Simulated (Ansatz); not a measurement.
# doublet [AlHCl2]+ at 6 levels

We compute a comparison of 6 runs (U-wB97M-V/STO-3G, UHSE06/STO-3G, USVWN5/STO-3G, RPA@PBE/STO-3G, UCCSD/STO-3G, FCI/STO-3G) of doublet [AlHCl2]+. 

Program for the calculation: Ansatz 0.2.0.

59 further runs of the same task are left out: 4 that didn't finish, 55 set aside as unsound or not needed.

## (1) The structure to begin with

[AlHCl2]+ has 4 atoms, charge +1, and is taken as a doublet. As SMILES of the parent species, `[H][Al]([Cl])[Cl]`. The shape comes from GFN2-xTB, which is rough for such elements, and wasn't checked as a minimum. That shape belongs to the parent species and isn't relaxed for this state.

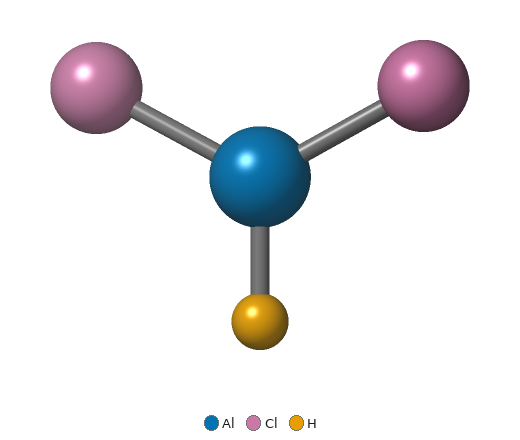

The structure, seen from a chosen angle (aluminium blue, chlorine pink, hydrogen amber).

## (2) A single-point energy at U-wB97M-V/STO-3G (run 1)

job.yaml

```yaml
crystal:
  periodic: [false, false, false]
  atoms:
    - symbol: Al
      position_ang: [-0.047750, -0.080660, -0.000420]
    - symbol: Cl
      position_ang: [1.971850, -0.182600, 0.014280]
    - symbol: Cl
      position_ang: [-1.095680, 1.649890, -0.015830]
    - symbol: H
      position_ang: [-0.828410, -1.386630, 0.001980]
basis:
  gaussian: {orbitals: STO-3G}
total_charge: 1
accuracy: high
hamiltonian: {xc: {name: wB97M-V}}
magnetization: {spin_polarized: true, initial_magnetization: 1}
```

Started as:

```console
ansatz run job.yaml --threads 1 --pin off --max-ram 2610MiB --events-out events.jsonl --progress --plain --runs-dir runs
```

Standard output:

```text
Warning: RAYON_NUM_THREADS=1 ignored (pool sized by the plan → 1); use --threads N
Functional definition: wB97M-V
  name "wB97M-V"
  parameter omega = 0.3/bohr
  parameter cx = 0.15
  parameter cx01 = 1.007
  parameter cx10 = 0.259
  parameter css00 = 0.443
  parameter css04 = -1.437
  parameter css10 = -4.535
  parameter css20 = -3.390
  parameter css43 = 4.278
  parameter cos00 = 1.000
  parameter cos10 = 1.358
  parameter cos20 = 2.924
  parameter cos21 = -8.812
  parameter cos60 = -1.390
  parameter cos61 = 9.142
  parameter b = 6.0
  parameter c = 0.01
  gx(w, u) = 1 - cx + cx01*u + cx10*w
  gss(w, u) = css00 + css04*u^4 + css10*w + css20*w^2 + css43*w^4*u^3
  gos(w, u) = cos00 + cos10*w + (cos20 + cos21*u)*w^2 + (cos60 + cos61*u)*w^6
  exchange = spin_sum(e_x_unif_sr(omega)*gx(b97_w, b97_u_x)) + cx*exact_x_sr(omega) + exact_x_lr(omega)
  correlation = spin_sum(e_c_pw_mod_same_spin*gss(b97_w, b97_u_same))
      + integral(e_c_pw_mod_opposite_spin*gos(b97_w_opposite, b97_u_opposite)) + vv10(b, c)
504 factors; integrals over basis functions are off by at most 2.2e-8 eV
166 factors; integrals over basis functions are off by at most 6.2e-10 eV
mean field evaluation 1: about -31297.7494 eV, gradient 2.1e1 eV
mean field evaluation 2: about -31301.4431 eV, gradient 1.7e1 eV
mean field evaluation 4: about -31303.7089 eV, gradient 7.3e-1 eV
mean field evaluation 8: about -31303.7340 eV, gradient 4.4e-2 eV
mean field evaluation 16: about -31303.7340 eV, gradient 2.0e-4 eV
mean field evaluation 32: about -31303.6855 eV, gradient 7.3e-1 eV
mean field -31303.73402668 eV, -1150.3910070475 hartree, gradient 6.6e-8 eV, S^2 0.757132; 6 other end points of the search recorded, 0 dependent functions left out
reference -31303.73402881 eV, -1150.3910071256 hartree; 24, 23 occupied and 4, 5 virtual orbitals, 504 factors
Total energy: -31303.73402881 eV, -1150.3910071256 hartree
```

It took 44 s on 1 thread of Arm Neoverse V1, shared host; peak memory 0.59 GiB.

## (3) The energy at UHSE06/STO-3G (run 2)

job.yaml, as its differences from that of step 2:

```diff
@@ -14,4 +14,4 @@
 total_charge: 1
+magnetization: {spin_polarized: true, initial_magnetization: 1}
 accuracy: high
-hamiltonian: {xc: {name: wB97M-V}}
-magnetization: {spin_polarized: true, initial_magnetization: 1}
+hamiltonian: {xc: hse06}
```

Started as:

```console
ansatz run job.yaml --threads 1 --pin off --max-ram 2610MiB --events-out events.jsonl --progress --plain --runs-dir runs
```

Standard output:

```text
Warning: RAYON_NUM_THREADS=1 ignored (pool sized by the plan → 1); use --threads N
Functional definition: HSE06
  name "HSE06"
  parameter a = 0.25
  parameter omega = 0.11/bohr
  exchange = pbe_x - a*pbe_x_sr(omega) + a*exact_x_sr(omega)
  correlation = pbe_c
504 factors; integrals over basis functions are off by at most 2.2e-8 eV
64 factors; integrals over basis functions are off by at most 6.4e-10 eV
mean field evaluation 1: about -31283.1251 eV, gradient 2.2e1 eV
mean field evaluation 2: about -31272.7608 eV, gradient 4.6e1 eV
mean field evaluation 4: about -31288.2352 eV, gradient 1.1e1 eV
mean field evaluation 8: about -31289.9215 eV, gradient 9.8e-2 eV
mean field evaluation 16: about -31289.9075 eV, gradient 8.3e-6 eV
mean field evaluation 32: about -31289.8201 eV, gradient 7.8e-1 eV
mean field -31289.90745798 eV, -1149.8828900196 hartree, gradient 4.4e-8 eV, S^2 0.755508; 8 other end points of the search recorded, 0 dependent functions left out
reference -31289.90745977 eV, -1149.8828900856 hartree; 24, 23 occupied and 4, 5 virtual orbitals, 504 factors
Total energy: -31289.90745977 eV, -1149.8828900856 hartree
```

It took 7.2 s on 1 thread of Arm Neoverse V1, shared host; peak memory 0.16 GiB.

Runs 3 to 5 aren't shown in full; the table further down has their settings and results.

## (4) The energy at FCI/STO-3G (run 6)

input.yaml

```yaml
crystal:
  periodic: [false, false, false]
  atoms:
    - {symbol: Al, position_ang: [-0.047750, -0.080660, -0.000420]}
    - {symbol: Cl, position_ang: [1.971850, -0.182600, 0.014280]}
    - {symbol: Cl, position_ang: [-1.095680, 1.649890, -0.015830]}
    - {symbol: H, position_ang: [-0.828410, -1.386630, 0.001980]}
basis:
  gaussian:
    orbitals: STO-3G
magnetization:
  spin_polarized: true
  initial_magnetization: 1
total_charge: 1
correlation:
  method: fci
  frozen_orbitals: {Al: 5, Cl: 5, H: 0}
accuracy: high
```

Started as:

```console
ansatz run input.yaml --threads 1 --pin off --max-ram 2610MiB --events-out events.jsonl --progress --plain --runs-dir runs
```

Standard output (excerpt; [...] marks lines left out):

```text
Warning: RAYON_NUM_THREADS=1 ignored (pool sized by the plan → 1); use --threads N
Functional definition: HF
  name "HF"
[...]
504 factors; integrals over basis functions are off by at most 2.2e-8 eV
[...]
mean field -31254.25085023 eV, -1148.5725338540 hartree, gradient 2.5e-8 eV, S^2 0.754330; 11 other end points of the search recorded, 0 dependent functions left out
determinant -31254.25085023 eV, -1148.5725338540 hartree, with singles and doubles -31255.64874729 eV, -1148.6239056233 hartree
determinant -31254.00836145 eV, -1148.5636225555 hartree, with singles and doubles -31255.72646770 eV, -1148.6267617957 hartree
determinant -31254.25085023 eV, -1148.5725338540 hartree, with singles and doubles -31255.71572472 eV, -1148.6263669986 hartree
determinant -31254.00836145 eV, -1148.5636225555 hartree, with singles and doubles -31255.72626419 eV, -1148.6267543169 hartree
[...]
15 core orbitals not correlated: weight in the atoms' cores, before any rotation towards them, 0.999 or more for the frozen orbitals, at most 0.000 for the correlated occupied ones
reference -31254.22670562 eV, -1148.5716465557 hartree; 9, 8 occupied and 4, 5 virtual orbitals, 504 factors
state -31255.84518511 eV, -1148.6311245798 hartree
15 core orbitals not correlated: weight in the atoms' cores, before any rotation towards them, 0.999 or more for the frozen orbitals, at most 0.000 for the correlated occupied ones
state -31255.84556364 eV, -1148.6311384907 hartree
Total energy: -31255.84556364 eV, -1148.6311384907 hartree
```

Wall time 32 s (1 thread of Arm Neoverse V1, shared host); peak memory 0.23 GiB.

## (5) All runs side by side

| run | level | frozen core orbitals | energy (Eh) | ⟨S²⟩ | wall time |
| --- | --- | --- | --- | --- | --- |
| 1 | U-wB97M-V/STO-3G | – | -1150.391007 | 0.757 | 44 s |
| 2 | UHSE06/STO-3G | – | -1149.882890 | 0.756 | 7.2 s |
| 3 | USVWN5/STO-3G | – | -1146.155015 | 0.751 | 2.8 s |
| 4 | RPA@PBE/STO-3G | 15 | -1148.698456 | 0.752 | 9.9 s |
| 5 | UCCSD/STO-3G | 15 | -1148.626367 | 0.754 | 1.2 s |
| 6 | FCI/STO-3G | 15 | -1148.631138 | – | 32 s |

## (6) What came out

| quantity | value |
| --- | --- |
| run 6: total energy | -1148.63114 Eh |
| run 6: correlation energy (15 core orbitals frozen) | -59.5 mEh |

In words: Against full CI in this basis: UCCSD +4.8 mEh. Totals of different functionals can't be ranked against each other. In runs 1, 2, 3, 4, 5, 6 the basis is minimal, so the values are rough. All runs together took 98 s, the longest 44 s.
